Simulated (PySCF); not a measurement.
# M06-L/def2-SVPD run of AlBNH4F (SMILES [NH2][AlH][BH]F)

What is the energy change on altering one bond length of AlBNH4F at M06-L/def2-SVPD? Input form: a Python script.

The results are computed with PySCF 2.14.0.

1 further run of the same task is left out (set aside as unsound or not needed).

**1. Starting point**

AlBNH4F has 8 atoms, charge 0, and is taken as a singlet. As SMILES, `[NH2][AlH][BH]F`. The shape is that of a PBE0-D4/def2-TZVP optimisation. This is one conformer, not always the lowest.

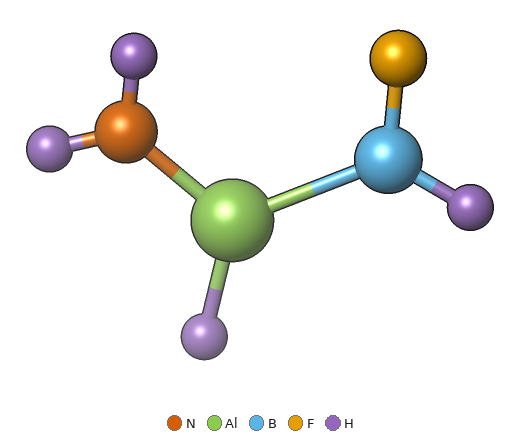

The structure, seen from a chosen angle (nitrogen orange, aluminium green, boron blue, fluorine amber, hydrogen purple).

**2. The energy at M06-L/def2-SVPD**

Contents of input.xyz:

```xyz
8
AlBFH4N
N     -1.034900     1.238000     0.178100
Al     0.358400     0.247200     0.637000
B      0.824000    -1.438600    -0.645900
F      0.022100    -1.693000    -1.675500
H     -1.365500     2.050100     0.674400
H     -1.614500     1.063500    -0.627700
H      1.149400     0.679500     1.946200
H      1.753200    -2.203800    -0.542400
```

Contents of job.py:

```python
from pyscf import gto, dft

mol = gto.M(
    atom='input.xyz',
    verbose=3,
    basis='def2-svpd',
    max_memory=1860,
    spin=0,
)

calc0 = dft.RKS(mol, xc='m06-l')
calc0.conv_tol = 1e-10
calc0.grids.level = 5
calc0.kernel()
if not calc0.converged:
    calc0 = calc0.newton().run(calc0.mo_coeff, calc0.mo_occ)

etot = calc0.e_tot
print('E = %.10f Eh' % etot)
```

Launch:

```bash
$ OMP_NUM_THREADS=1 python job.py
```

Standard output:

```text
converged SCF energy = -424.101377129226
E = -424.1013771292 Eh
```

Run time: 44 s. Hardware: 1 thread of Intel Xeon at 2.70GHz, shared host; peak memory 0.71 GiB.

**3. The distorted shape, same level**

Contents of run.py:

```python
from pyscf import gto, dft

molecule = gto.M(
    atom='''
N     -1.778266     1.850165     0.095299
Al    -0.384966     0.859365     0.554199
B      0.080634    -0.826435    -0.728701
F     -0.721266    -1.080835    -1.758301
H     -2.108866     2.662265     0.591599
H     -2.357866     1.675665    -0.710501
H      0.406034     1.291665     1.863399
H      1.753200    -2.203800    -0.542400
''',
    verbose=4,
    spin=0,
    max_memory=1860,
    basis='def2-svpd',
)

myscf = dft.RKS(molecule, xc='m06-l')
myscf.conv_tol = 1e-10
myscf.grids.level = 5
myscf.kernel()
if not myscf.converged:
    myscf = myscf.newton().run(myscf.mo_coeff, myscf.mo_occ)

e_tot = myscf.e_tot
print('Final energy', e_tot)
```

Launch:

```bash
$ OMP_NUM_THREADS=1 python run.py
```

Standard output:

```text
PySCF version 2.14.0

[INPUT] num. atoms = 8
[INPUT] num. electrons = 38
[INPUT] charge = 0
[INPUT] spin (= nelec alpha-beta = 2S) = 0
[INPUT] symmetry False subgroup None
[INPUT] Mole.unit = angstrom
[INPUT] Symbol           X                Y                Z      unit          X                Y                Z       unit  Magmom
[INPUT]  1 N     -1.778266000000   1.850165000000   0.095299000000 AA   -3.360435716626   3.496305135256   0.180089009945 Bohr   0.0
[INPUT]  2 Al    -0.384966000000   0.859365000000   0.554199000000 AA   -0.727480307269   1.623964491037   1.047284328508 Bohr   0.0
[INPUT]  3 B      0.080634000000  -0.826435000000  -0.728701000000 AA    0.152376176328  -1.561735809755  -1.377045316697 Bohr   0.0
[INPUT]  4 F     -0.721266000000  -1.080835000000  -1.758301000000 AA   -1.362995202961  -2.042482135844  -3.322707334549 Bohr   0.0
[INPUT]  5 H     -2.108866000000   2.662265000000   0.591599000000 AA   -3.985179173407   5.030951721015   1.117960085567 Bohr   0.0
[INPUT]  6 H     -2.357866000000   1.675665000000  -0.710501000000 AA   -4.455720978424   3.166547926519  -1.342652301230 Bohr   0.0
[INPUT]  7 H      0.406034000000   1.291665000000   1.863399000000 AA    0.767293057262   2.440893094686   3.521313770788 Bohr   0.0
[INPUT]  8 H      1.753200000000  -2.203800000000  -0.542400000000 AA    3.313067841587  -4.164578433316  -1.024987449964 Bohr   0.0

nuclear repulsion = 126.417140096292
number of shells = 51
number of NR pGTOs = 175
number of NR cGTOs = 119
basis = def2-svpd
ecp = {}

******** <class 'pyscf.dft.rks.RKS'> ********
method = RKS
initial guess = minao
damping factor = 0
level_shift factor = 0
DIIS = <class 'pyscf.scf.diis.CDIIS'>
diis_start_cycle = 1
diis_space = 8
diis_damp = 0
SCF conv_tol = 1e-10
SCF conv_tol_grad = None
SCF max_cycles = 50
direct_scf = True
direct_scf_tol = 1e-13
XC library pyscf.dft.libxc version 7.0.0
    S. Lehtola, C. Steigemann, M. J.T. Oliveira, and M. A.L. Marques.,  SoftwareX 7, 1–5 (2018)
XC functionals = m06-l
    Y. Zhao and D. G. Truhlar.,  Theor. Chem. Acc. 120, 215 (2008)
radial grids:
    Treutler-Ahlrichs [JCP 102, 346 (1995); DOI:10.1063/1.469408] (M4) radial grids

becke partition: Becke, JCP 88, 2547 (1988); DOI:10.1063/1.454033
pruning grids: <function nwchem_prune>
grids dens level: 5
symmetrized grids: False
atomic radii adjust function: <function treutler_atomic_radii_adjust>
small_rho_cutoff = 0
Set gradient conv threshold to 1e-05
Initial guess from minao.
tot grids = 266360
init E= -423.932593434813
  HOMO = -0.239145912991275  LUMO = -0.133710595630149  gap/eV = 2.86904
cycle= 1 E= -423.895615699053  delta_E= 0.037  |g|= 0.672  |ddm|= 3.76
  HOMO = -0.166184729103498  LUMO = -0.113343153785747  gap/eV = 1.43789
cycle= 2 E= -423.169884587401  delta_E= 0.726  |g|= 1.65  |ddm|= 2.18
  HOMO = -0.175821321598775  LUMO = -0.089305699836824  gap/eV = 2.35421
cycle= 3 E= -423.97991852624  delta_E= -0.81  |g|= 0.235  |ddm|= 1.68
  HOMO = -0.205129137544564  LUMO = -0.111131439976455  gap/eV = 2.55781
cycle= 4 E= -423.99484500731  delta_E= -0.0149  |g|= 0.121  |ddm|= 0.413
  HOMO = -0.215830456032994  LUMO = -0.113055760375298  gap/eV = 2.79664
cycle= 5 E= -423.997093948586  delta_E= -0.00225  |g|= 0.0388  |ddm|= 0.165
  HOMO = -0.209799972753592  LUMO = -0.112144410930751  gap/eV = 2.65734
cycle= 6 E= -423.997498989094  delta_E= -0.000405  |g|= 0.0143  |ddm|= 0.0878
  HOMO = -0.21059307705634  LUMO = -0.110297257659866  gap/eV = 2.72919
cycle= 7 E= -423.997609443111  delta_E= -0.00011  |g|= 0.00637  |ddm|= 0.0337
  HOMO = -0.210425286027389  LUMO = -0.110689303694409  gap/eV = 2.71395
cycle= 8 E= -423.997627830913  delta_E= -1.84e-05  |g|= 0.000826  |ddm|= 0.0111
  HOMO = -0.210411055338915  LUMO = -0.110684414160921  gap/eV = 2.71370
cycle= 9 E= -423.997628082985  delta_E= -2.52e-07  |g|= 0.000253  |ddm|= 0.00364
  HOMO = -0.210435184796121  LUMO = -0.110699141751016  gap/eV = 2.71396
cycle= 10 E= -423.997628107483  delta_E= -2.45e-08  |g|= 3.9e-05  |ddm|= 0.00148
  HOMO = -0.210439910689205  LUMO = -0.110701327820065  gap/eV = 2.71403
cycle= 11 E= -423.997628108181  delta_E= -6.99e-10  |g|= 1.02e-05  |ddm|= 0.000441
  HOMO = -0.210438620932813  LUMO = -0.110701132311204  gap/eV = 2.71400
cycle= 12 E= -423.997628108232  delta_E= -5.05e-11  |g|= 1.97e-06  |ddm|= 6.89e-05
  HOMO = -0.210439604354278  LUMO = -0.11070146113562  gap/eV = 2.71401
Extra cycle  E= -423.997628108226  delta_E= 5.8e-12  |g|= 2.42e-06  |ddm|= 1.14e-05
converged SCF energy = -423.997628108226
Final energy -423.9976281082261
```

Wall time 49 s (1 thread of Intel Xeon at 2.70GHz, shared host); peak memory 0.71 GiB.

**4. What came out**

At M06-L/def2-SVPD:

| quantity | value |
| --- | --- |
| first shape: total energy | -424.10138 Eh |
| first shape: dipole moment | 0.95 D |
| first shape: HOMO energy | -6.18 eV |
| first shape: LUMO energy | -2.54 eV |
| first shape: HOMO–LUMO gap | 3.65 eV |
| distorted shape: total energy | -423.99763 Eh |
| distorted shape: dipole moment | 3.59 D |
| distorted shape: HOMO energy | -5.73 eV |
| distorted shape: LUMO energy | -3.01 eV |
| distorted shape: HOMO–LUMO gap | 2.71 eV |
| energy change with the B3–H8 bond stretched from 1.208 to 2.175 Å | 2.823 eV |

In words: With the B3–H8 bond stretched from 1.208 to 2.175 Å the energy rises by 2.82 eV (272 kJ/mol). The first shape isn't relaxed at this level, so the change isn't measured from a minimum. Mulliken charges (distorted shape) run from -0.35 on F4 to +0.69 on Al2; in a basis this large or diffuse they mean little.
